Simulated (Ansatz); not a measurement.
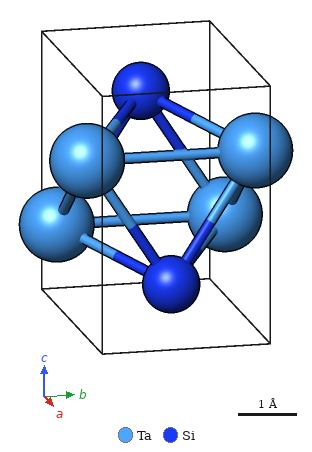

This is the input geometry for a relaxation of a crystal of TaSi (built on the AuCd (B19)_51 type) (coarse preliminary run). Style: ball-and-stick. Shown: the cell of the calculation, slightly off an axis.

Case: AuCd (B19) type (Pmma, No. 51).

Computed with DFT PBE, scalar-relativistic, plane waves, PAW in Ansatz 0.2.0.

The input:
```yaml
crystal:
  lattice:
    - [4.54304795, 0.0, 0.0]
    - [0.0, 3.0064287904, 0.0]
    - [0.0, 0.0, 4.6384901338]
  atoms:
    - { symbol: Ta, position: [0.75, 0.0, 0.687] }
    - { symbol: Ta, position: [0.25, 0.0, 0.313] }
    - { symbol: Si, position: [0.75, 0.5, 0.188] }
    - { symbol: Si, position: [0.25, 0.5, 0.812] }
basis:
  ecutwfc: 420
kpoints:
  mp_grid: { grid: [4, 6, 4] }
hamiltonian:
  xc: pbe
scf:
  occupations: { method: gaussian, width: 0.1 }
  lower_state_search: "off"
output:
  forces: true
  stress: true
  eigenvalues: true
relax:
  adjacent_minimum: "off"
  f_tol: 0.04
  max_steps: 70
  cell: { stress_tol: 0.4 }
```

Command:
```bash
ansatz run input.yaml --threads 1 --pin off --max-ram 2560MiB --backend cpu --events-out ev --progress --plain --runs-dir out
```

Predict the outcome.

The energy falls by 0.282 eV per cell of the calculation in 6 accepted moves (7 points after the start). Largest force component: 1 eV/Å at the start, 0.0067 eV/Å at the end. The pressure goes from −1.30 to −0.03 GPa. The SCF was repeated once at an unchanged geometry on a basis and grid sized afresh for the cell, which shifted the energy by 0.1 meV per cell of the calculation at most. The largest moves relative to the cell, 0.23 Å, are those of Ta1 and Ta2. Ta2 goes along −c. Largest moves by element: Ta 0.23 Å, Si 0.20 Å. The drawn cell changes as follows: a 4.543 → 4.662 Å (+2.6 %), b 3.006 → 2.888 Å (−3.9 %), c 4.638 → 4.651 Å (+0.3 %); the volume changes by −1.2 %. Some distances before and after: Ta1–Ta2 2.858 → 3.210 Å, Si3–Si4 2.864 → 3.176 Å, Ta1–Ta2 (another image) 3.687 → 3.377 Å, Ta1–Ta1 3.006 → 2.888 Å. The space group stays Pmma (No. 51).

The structure at the end:

```xyz
4
Lattice="4.6617 0.0000 0.0000 0.0000 2.8878 0.0000 0.0000 0.0000 4.6514" Properties=species:S:1:pos:R:3 pbc="T T T"
Ta    3.4963    2.8878    3.4294
Ta    1.1654    2.8878    1.2220
Si    3.4963    1.4439    1.0784
Si    1.1654    1.4439    3.5730
```

The end point in the same view:

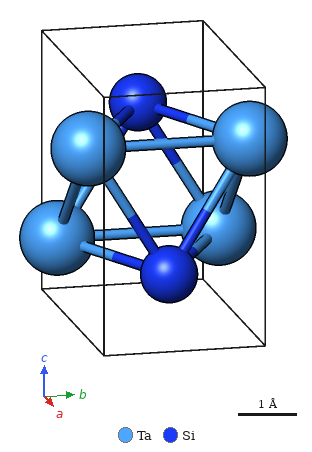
